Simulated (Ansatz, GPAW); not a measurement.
# Screening of a field by Mg/V(100), part 3 of 3

Aim: the dipole that a field along the normal induces in Mg/V(100).

GPAW 26.7.0 and Ansatz 0.2.0; Ansatz plane waves; slab in vacuum with a dipole correction, relaxation (the session's first sound run).

So far. Step 5 (In a field): The dipole is now -0.0320 e Å, against 0.029 in the run without a field.

### Step 8. In a field

Level of this step: GPAW, PAW setups; slab in vacuum (GPAW).

Contents of run.py:

```python
import json
import numpy as np
from ase import Atoms
from gpaw import GPAW, PW
from gpaw.external import ConstantElectricField

slab = Atoms(
    ['V', 'V', 'V', 'V', 'V', 'Mg'],
    positions=[
        [0.00000, 0.00000, 7.00000],
        [1.51000, 1.51000, 8.51000],
        [0.00000, 0.00000, 10.02000],
        [1.51000, 1.51000, 11.53999],
        [-0.00000, 0.00000, 12.84011],
        [1.51000, 1.51000, 14.81859]],
    cell=[[3.02, 0.0, 0.0], [0.0, 3.02, 0.0], [0.0, 0.0, 22.26921]],
    pbc=[True, True, False])

slab.calc = GPAW(mode=PW(400), xc='PBE', kpts={'size': (10, 10, 1), 'gamma': True},
                 occupations={'name': 'fermi-dirac', 'width': 0.1}, nbands='200%',
                 convergence={'density': 1e-05}, maxiter=200,
                 poissonsolver={'dipolelayer': 'xy'},
                 external=ConstantElectricField(0.1, [0, 0, 1]),
                 symmetry={'tolerance': 1e-3}, txt='slab.txt')
result = {}
energy = slab.get_potential_energy()
fermi = slab.calc.get_fermi_level()
v = slab.calc.get_electrostatic_potential().mean((0, 1)) - fermi
n = slab.calc.get_pseudo_density().mean((0, 1))
L = slab.cell[2, 2]
z = np.arange(len(v)) * L / len(v)
low, high = slab.positions[:, 2].min(), slab.positions[:, 2].max()
below, above = np.interp([low - 4.8, high + 4.8], z, v)
slopes = [np.interp(x, z, np.gradient(v, z)) for x in (low - 4.8, high + 4.8)]
eps = np.array([[slab.calc.get_eigenvalues(k, s) for k in range(len(slab.calc.get_ibz_k_points()))]
                for s in range(slab.calc.get_number_of_spins())]) - fermi
top, bottom = eps[eps < 0].max(), eps[eps > 0].min()
dipole = slab.get_dipole_moment()[2]
print(f'energy {energy:.4f} eV, Fermi level {fermi:.4f} eV, dipole {dipole:.5f} e A')
print(f'potential 4.8 A off the faces, from the Fermi level: lower {below:.4f} eV, upper {above:.4f} eV')
print(f'slope of the potential there: lower {slopes[0]:.5f}, upper {slopes[1]:.5f} eV/A')
print(f'nearest levels on the mesh: {top:.4f} and {bottom:.4f} eV')
print('magnetic moment', round(slab.get_magnetic_moment(), 3))
result.update(energy=energy, fermi=fermi, dipole=dipole, below=below, above=above, slopes=slopes, edges=[top, bottom],
              z=z.tolist(), v=v.tolist(), n=n.tolist(), positions=slab.positions.tolist(),
              forces=slab.get_forces(apply_constraint=False).tolist(), moments=slab.get_magnetic_moments().tolist())
json.dump(result, open('result.json', 'w'))
```

Run with:

```sh
$ OMP_NUM_THREADS=1 OPENBLAS_NUM_THREADS=1 python run.py
```

The log of the run:

```text
energy -41.6645 eV, Fermi level 1.7038 eV, dipole 0.08916 e A
potential 4.8 A off the faces, from the Fermi level: lower 4.4868 eV, upper 2.7187 eV
slope of the potential there: lower -0.00367, upper 0.00131 eV/A
nearest levels on the mesh: -0.0196 and 0.0042 eV
magnetic moment 0.0
```

Run time: 6 min. Hardware: 1 thread of Intel Xeon Platinum 8375C at 2.90GHz (Ice Lake), shared host; peak memory 0.5 GiB.

The electrostatic potential energy of an electron (without an applied field's), less the Fermi level, planar mean oscillates, so the rows of the table below give means over windows of 2 Å about each position, cut where the curve ends. Its maxima inside the range that stand out by 2 % of the span (Å: eV): 0.5: 4.49, 7.7: -5.19, 9.2: -5.40, 10.8: -5.41, 12.2: -8.61, 13.9: -1.69. Its minima: 7.0: -13.2, 8.5: -13.1, 10.1: -13.2, 11.6: -13.7, 12.8: -14.0, 14.8: -9.56.

Table of electrostatic potential energy of an electron (without an applied field's), less the Fermi level, planar mean by z; means over each step:

| z (Å) | electrostatic potential energy of an electron (without an applied field's), less the Fermi level, planar mean (eV) |
| --- | --- |
| 0 | 4.32 |
| 2 | 4.49 |
| 4 | 4.36 |
| 6 | -1.65 |
| 8 | -9.46 |
| 10 | -8.42 |
| 12 | -11.2 |
| 14 | -5.76 |
| 16 | -0.644 |
| 18 | 2.67 |
| 20 | 2.72 |
| 22 | 2.79 |

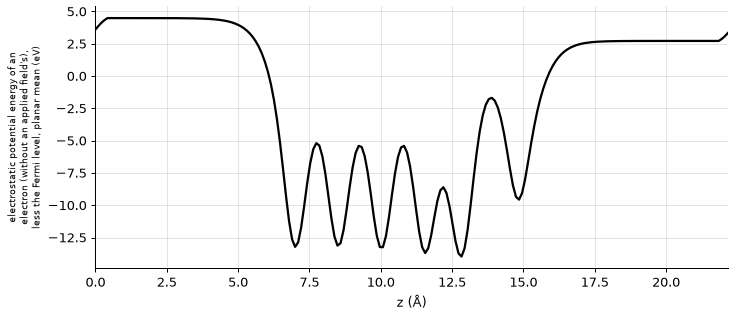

Electrostatic potential energy of an electron (without an applied field's), less the Fermi level, planar mean against z.

The dipole is now 0.0892 e Å, against 0.029 in the run without a field.

### Step 9. Field on

run.py: that of step 8 with these lines changed.

```diff
@@ -22,3 +22,3 @@
                  poissonsolver={'dipolelayer': 'xy'},
-                 external=ConstantElectricField(0.1, [0, 0, 1]),
+                 external=ConstantElectricField(0.2, [0, 0, 1]),
                  symmetry={'tolerance': 1e-3}, txt='slab.txt')
```

The log of the run:

```text
energy -41.6766 eV, Fermi level 1.6824 eV, dipole 0.14976 e A
potential 4.8 A off the faces, from the Fermi level: lower 5.1330 eV, upper 2.1631 eV
slope of the potential there: lower -0.00468, upper 0.00104 eV/A
nearest levels on the mesh: -0.0185 and 0.0043 eV
magnetic moment 0.0
```

Wall time 6.1 min (1 thread); peak memory 0.5 GiB.

The electrostatic potential energy of an electron (without an applied field's), less the Fermi level, planar mean oscillates, so the rows of the table below give means over windows of 1 Å about each position, cut where the curve ends. Its maxima inside the range that stand out by 2 % of the span (Å: eV): 0.5: 5.14, 7.7: -4.85, 9.2: -5.21, 10.8: -5.37, 12.2: -8.72, 13.9: -1.96. Its minima: 7.0: -12.8, 8.5: -12.9, 10.1: -13.1, 11.6: -13.7, 12.8: -14.1, 14.8: -9.93.

Table of electrostatic potential energy of an electron (without an applied field's), less the Fermi level, planar mean by z; means over each step:

| z (Å) | electrostatic potential energy of an electron (without an applied field's), less the Fermi level, planar mean (eV) |
| --- | --- |
| 0 | 4.58 |
| 1 | 5.13 |
| 2 | 5.13 |
| 3 | 5.12 |
| 4 | 5.04 |
| 5 | 4.48 |
| 6 | 0.510 |
| 7 | -10.0 |
| 8 | -7.83 |
| 9 | -8.21 |
| 10 | -10.7 |
| 11 | -8.20 |
| 12 | -10.8 |
| 13 | -10.8 |
| 14 | -3.41 |
| 15 | -7.52 |
| 16 | -0.137 |
| 17 | 1.89 |
| 18 | 2.14 |
| 19 | 2.16 |
| 20 | 2.16 |
| 21 | 2.16 |
| 22 | 2.38 |

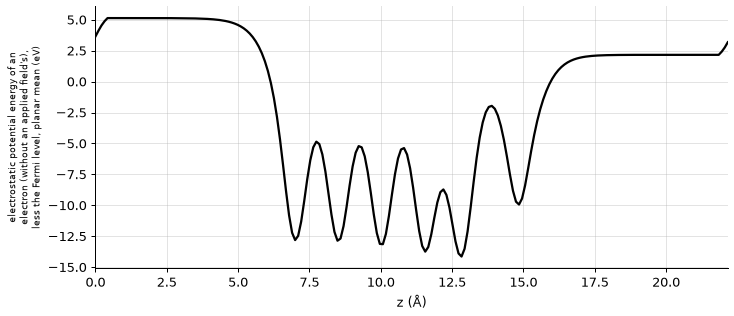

Electrostatic potential energy of an electron (without an applied field's), less the Fermi level, planar mean against z.

The dipole is now 0.150 e Å, against 0.029 in the run without a field.

### Step 10. Field on

run.py: that of step 9 with these lines changed.

```diff
@@ -22,3 +22,3 @@
                  poissonsolver={'dipolelayer': 'xy'},
-                 external=ConstantElectricField(0.2, [0, 0, 1]),
+                 external=ConstantElectricField(0.3, [0, 0, 1]),
                  symmetry={'tolerance': 1e-3}, txt='slab.txt')
```

The log of the run:

```text
energy -41.6948 eV, Fermi level 1.6587 eV, dipole 0.21039 e A
potential 4.8 A off the faces, from the Fermi level: lower 5.7846 eV, upper 1.6123 eV
slope of the potential there: lower -0.00601, upper 0.00084 eV/A
nearest levels on the mesh: -0.0173 and 0.0042 eV
magnetic moment 0.0
```

It took 6.5 min on 1 thread; peak memory 0.5 GiB.

The dipole is now 0.210 e Å, against 0.029 in the run without a field.

### Step 11. The series

The members are put on one axis.

This step: induced dipole against applied field (GPAW 26.7.0).

Table of dipole along the normal by field:

| field (V/Å) | dipole along the normal (e·Å) |
| --- | --- |
| -0.200 | -0.0927 |
| -0.100 | -0.0320 |
| -0.050 | -0.00170 |
| 0.000 | 0.0286 |
| 0.050 | 0.0589 |
| 0.100 | 0.0892 |
| 0.200 | 0.150 |
| 0.300 | 0.210 |

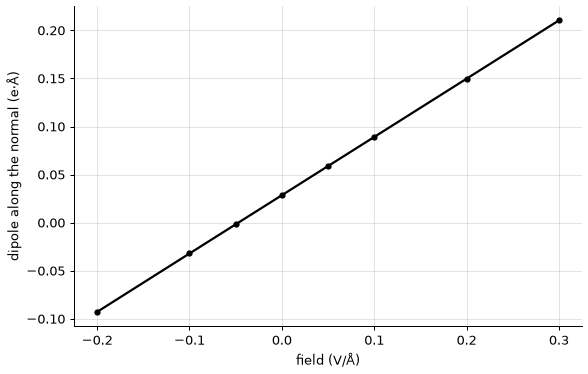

Dipole along the normal, plotted against field.

### Step 12. Summary of results

| Item | Value |
| --- | --- |
| work function, upper and lower face | 3.279 and 3.846 eV |
| dipole along the normal | 0.0286 e Å |
| induced dipole per field | 0.606 e Å per V/Å |
| out-of-plane polarisability per area, α/(ε0 A) | 12.0 Å |

In words: The field induces 0.606 e Å per V/Å, a polarisable thickness α/(ε0 A) of 12.0 Å beside 7.82 Å between the outermost nuclei. A perfect conductor would give the distance between its two image planes; a dielectric of thickness t gives t(1 - 1/ε). The two faces differ by 0.57 eV, the step that the slab's dipole makes (e p/(ε0 A) gives 0.57 eV), so the dipole layer is needed. The induced dipole is linear in the field over this range. The cell of 9.12 Å² holds one Mg, started on one chosen site; other sites and coverages weren't tried. The runs had no spin polarisation, so a magnetic state, which thin layers of d-metal atoms can have, wasn't tested. The in-plane lattice was kept as typed, which isn't the functional's own and leaves some strain; spin-orbit coupling and temperature are left out.

[Logs are printed without paths, hosts, clocks, repeated set-up lines and the standing remarks that a program may print on its own settings, such as how far it seeks lower states.]

[Hosts, paths, dates, database ids (printed as entryN), source tags and the programs' standing remarks are cut or masked in the printed files.]
